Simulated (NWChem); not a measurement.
# InHCl2 (SMILES [Cl][InH][Cl]) at BP86/def2-TZVPP (core potential)

Aim: the vertical ionisation energy of InHCl2 at BP86/def2-TZVPP (core potential), from 2 runs. 

The results are computed with NWChem 7.3.0.

### 1 The structure to begin with

The species is InHCl2 (4 atoms), meant as a singlet with charge 0. As SMILES, `[Cl][InH][Cl]`. The coordinates come from a PBE0-D4/def2-TZVP relaxation.

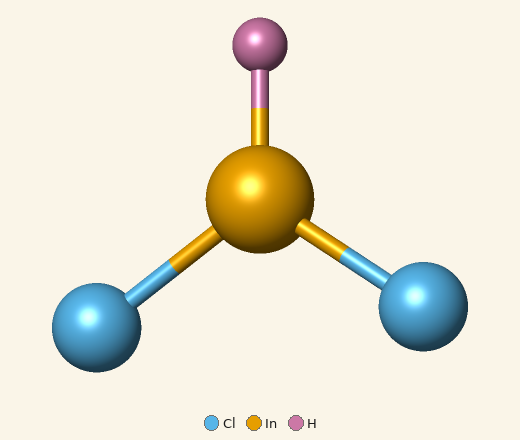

The structure, seen from a chosen angle (chlorine blue, indium amber, hydrogen pink).

### 2 A single-point energy at BP86/def2-TZVPP (core potential)

Input file work.nw:

```
start work
title "Cl2HIn"
memory 2200 mb

geometry units au noautosym nocenter noautoz
 Cl -3.41530203  1.33943788 -1.87574215
 In  0.28289200  0.24982179  0.18065782
 Cl  1.01667266 -4.05535226  0.03741658
 H   2.22080614  2.35195313  1.61930632
end

basis "ao basis" spherical bse
 Cl library def2-TZVPP
 In library def2-TZVPP
 H library def2-TZVPP
end

ecp bse
 In library def2-TZVPP
end

dft
 xc becke88 perdew86
 grid fine
 convergence energy 1e-08
 maxiter 100
 mulliken
 noprint "final vectors analysis"
end

task dft energy
```

Command:

```
$ nwchem work.nw > work.out
```

What it wrote:

```text
[...]
          Wavefunction type:  closed shell.
          No. of atoms     :     4
          No. of electrons :    56
[...]
          Charge           :     0
          Spin multiplicity:     1
[...]
          AO basis - number of functions:   148
[...]
              XC Information
              --------------
                    Becke 1988 Exchange Functional  1.000
                Perdew 1981 Correlation Functional  1.000 local
                Perdew 1986 Correlation Functional  1.000 non-local
[...]
 d= 0,ls=0.0,diis     1  -1111.3801330881 -1.33D+03  1.66D-02  1.56D+00     4.6
[...]
 d= 0,ls=0.0,diis    10  -1111.4618544995 -3.32D-09  5.68D-07  4.64D-09    35.6
         Total DFT energy =    -1111.461854499507
      One electron energy =    -2035.514282164734
           Coulomb energy =      782.932114244097
    Exchange-Corr. energy =      -73.833417835202
 Nuclear repulsion energy =      214.953731256332
[...]
      Total Density - Mulliken Population Analysis
     ---------------------------------------------
    Atom       Charge   Shell Charges
 -----------   ------   -------------------------------------------------------
    1 Cl  17    17.33   2.01  0.43  1.52  1.15  0.82  4.19  1.66  1.14  2.78  1.59  0.00  0.00  0.02  0.00
    2 In  21    20.29   0.40 -0.85  1.64  0.80  0.95  0.18 -0.41  6.40  0.62  0.31  0.05  8.79  1.19  0.14  0.00  0.06
    3 Cl  17    17.33   2.01  0.43  1.52  1.15  0.82  4.19  1.66  1.14  2.78  1.59  0.00  0.00  0.02  0.00
    4 H    1     1.06   0.22  0.51  0.31  0.00  0.01  0.00
[...]
```

Run time: 36 s. Hardware: 1 thread of Intel Xeon Platinum 8488C (Sapphire Rapids), shared host; peak memory 0.13 GiB.

### 3 The doublet cation at the same level

Input file struct.xyz:

```xyz
4
Cl2HIn energy
Cl    -1.807300     0.708800    -0.992600
In     0.149700     0.132200     0.095600
Cl     0.538000    -2.146000     0.019800
H      1.175200     1.244600     0.856900
```

Input file struct.nw:

```
echo
start struct
title "Cl2HIn energy"
memory stack 880 mb heap 220 mb global 1100 mb
charge 1
geometry units angstrom noautosym nocenter noautoz
  load format xyz struct.xyz
end
basis "ao basis" spherical bse
  * library def2-TZVPP
end
ecp bse
  In library def2-TZVPP
end
dft
  xc becke88 perdew86
  mult 2
  grid fine
  convergence energy 1e-08
  maxiter 100
  mulliken
  noprint "final vectors analysis"
end
task dft energy
```

Command:

```
$ nwchem struct.nw > struct.out
```

What it wrote:

```text
[...]
          Wavefunction type:  spin polarized.
          No. of atoms     :     4
          No. of electrons :    55
[...]
          Charge           :     1
          Spin multiplicity:     2
[...]
          AO basis - number of functions:   148
[...]
              XC Information
              --------------
                    Becke 1988 Exchange Functional  1.000
                Perdew 1981 Correlation Functional  1.000 local
                Perdew 1986 Correlation Functional  1.000 non-local
[...]
 d= 0,ls=0.0,diis     1  -1110.7780119389 -1.33D+03  1.35D-02  1.07D+00     5.7
[...]
 d= 0,ls=0.5,diis    52  -1111.0664088212 -9.49D-09  9.15D-08  1.41D-08   240.1
[...]
         Total DFT energy =    -1111.066408829333
      One electron energy =    -2022.170626004181
           Coulomb energy =      769.667435308175
    Exchange-Corr. energy =      -73.516964887269
 Nuclear repulsion energy =      214.953746753942
[...]
      Total Density - Mulliken Population Analysis
     ---------------------------------------------
    Atom       Charge   Shell Charges
 -----------   ------   -------------------------------------------------------
    1 Cl  17    16.93   2.01  0.43  1.52  1.19  0.81  4.19  1.66  1.11  2.75  1.22  0.00  0.00  0.02  0.00
    2 In  21    20.19   0.40 -0.85  1.64  0.80  1.01  0.16 -0.41  6.40  0.61  0.28  0.00  8.79  1.19  0.12  0.00  0.05
    3 Cl  17    16.93   2.01  0.43  1.52  1.19  0.81  4.19  1.66  1.11  2.75  1.22  0.00  0.00  0.02  0.00
    4 H    1     0.94   0.21  0.50  0.22  0.00  0.01  0.00
[...]
      <S2> =      0.7528 (Exact =     0.7500)
[...]
```

It took 4.1 min on 1 thread of Intel Xeon Platinum 8488C (Sapphire Rapids), shared host; peak memory 0.13 GiB.

### 4 Summary of results

At BP86/def2-TZVPP (core potential):

```
                                          quantity           value
                      singlet InHCl2: total energy  -1111.46185 Eh
                     singlet InHCl2: dipole moment          2.41 D
                      doublet cation: total energy  -1111.06641 Eh
                              doublet cation: ⟨S²⟩           0.753
vertical ionisation energy (to the doublet cation)       10.761 eV
```

In words: The vertical ionisation energy comes to 10.76 eV (1038 kJ/mol).
